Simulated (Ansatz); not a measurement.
## Electronic structure of C2H8B2 (SMILES BC(B)C) in real space

The calculation's input:

```
crystal:
  periodic: [false, false, false]
  atoms:
    - {symbol: B, position_ang: [-1.092199, 1.029959, -0.223819]}
    - {symbol: C, position_ang: [0.185918, 0.218970, 0.105212]}
    - {symbol: B, position_ang: [-0.098194, -0.526587, 1.432972]}
    - {symbol: C, position_ang: [0.844965, -0.561839, -1.023755]}
    - {symbol: H, position_ang: [-1.654381, 0.882482, -1.272497]}
    - {symbol: H, position_ang: [-1.532879, 1.811486, 0.567939]}
    - {symbol: H, position_ang: [0.817166, 1.045231, 0.502558]}
    - {symbol: H, position_ang: [-0.427965, 0.081653, 2.409274]}
    - {symbol: H, position_ang: [0.006734, -1.719256, 1.496688]}
    - {symbol: H, position_ang: [1.069751, 0.073251, -1.883964]}
    - {symbol: H, position_ang: [1.777196, -1.034265, -0.705032]}
    - {symbol: H, position_ang: [0.180889, -1.356283, -1.371576]}
basis:
  gaussian: {orbitals: def2-TZVPP}
hamiltonian: {xc: pbe0, dispersion: d4}
output: {orbitals: {seedname: orbitals}}
```

Run with:

```sh
ansatz run in.yaml --threads 2 --pin off --events-out ev --progress --plain --max-ram 4352MiB
```

Geometry: PBE0-D4/def2-TZVP.

These are results of RKS PBE0-D4/def2-TZVPP (Ansatz), not measurements.

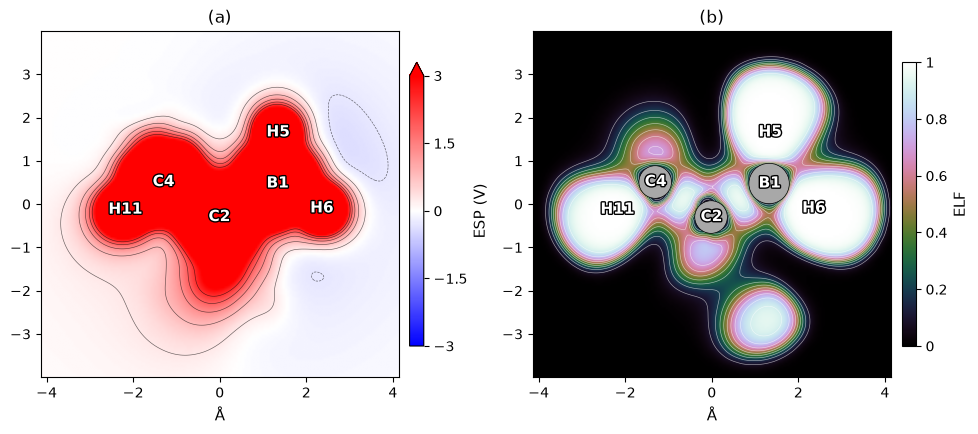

Figure 1. (a) electrostatic potential; (b) electron localisation function on the plane of atoms B1, C2 and C4. Grey discs cover the atomic cores in the ELF map.

Question: Describe what can be read from this map.

Answer: Atoms in the plane: B, C and H. C–C (1.52 Å): the ELF peaks at about 0.95 between the atoms, as expected for a covalent bond. C–B (1.55 Å): the ELF peaks at about 0.95 between the atoms; localised, covalent bonding. C–H (1.09 Å): the ELF climbs to about 1 towards the hydrogen, as it does in any bond to H; an ordinary covalent bond to hydrogen. B–H (1.20 Å): the ELF climbs to about 1 towards the hydrogen; an ordinary covalent bond to hydrogen. Outside the dense part of the molecule the potential is most negative (−0.4 V) near H5.

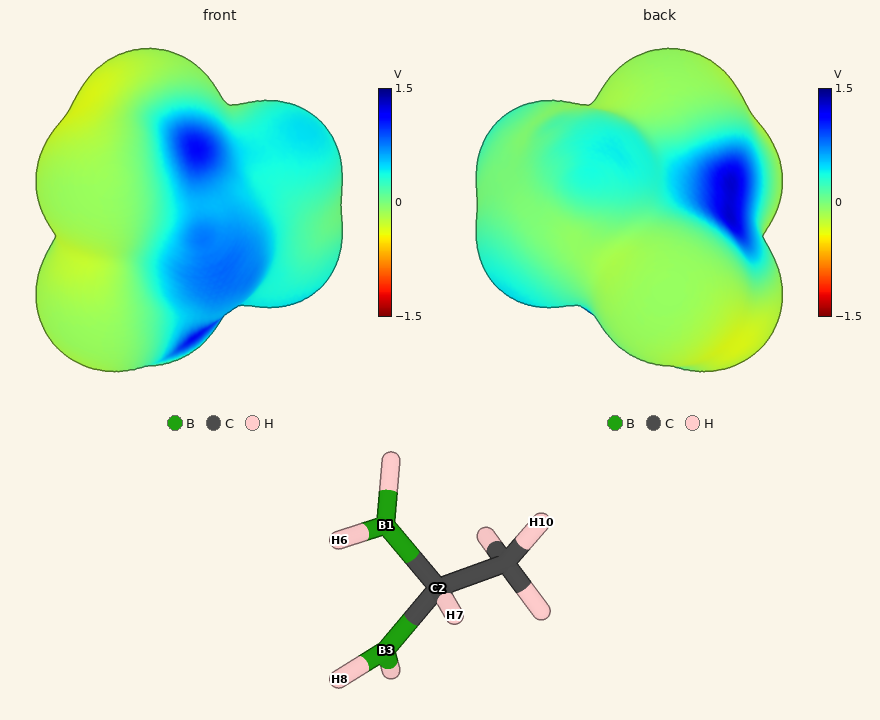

Figure 2. The molecular electrostatic potential painted on the density surface at 0.001 e/bohr³, seen from the front and from behind; the colour scale runs from red (negative) to blue (positive). The bare structure is drawn below in the same view.

Question: Which sites attract a positive test charge, and which a negative one?

Answer: A positive charge is drawn to the negative regions and a negative charge to the positive ones. The most negative region (about −0.4 V, or −9 kcal/mol for a unit charge) lies over H6, the most positive (about +1.2 V, or +28 kcal/mol for a unit charge) over B1 and B3.

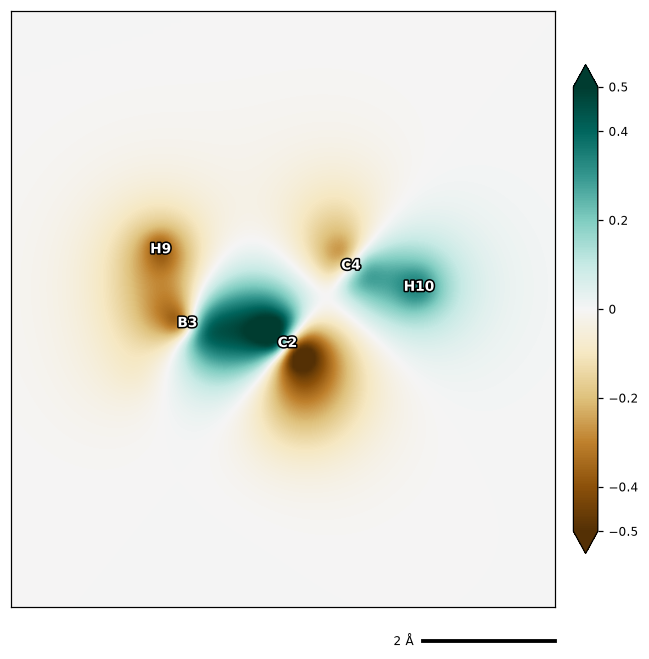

Figure 3. The HOMO on the plane of atoms C2, C4 and H10 (values in Å⁻³ᐟ²; the overall sign is arbitrary).

Question: What is the character of this orbital?

Answer: By Hirshfeld shares it lies mainly on C2 (about 30 %), B1 (about 15 %), B3 (about 15 %), C4 (about 10 %), H5 (about 5 %) and H9 (about 5 %). Its energy is −8.63 eV.
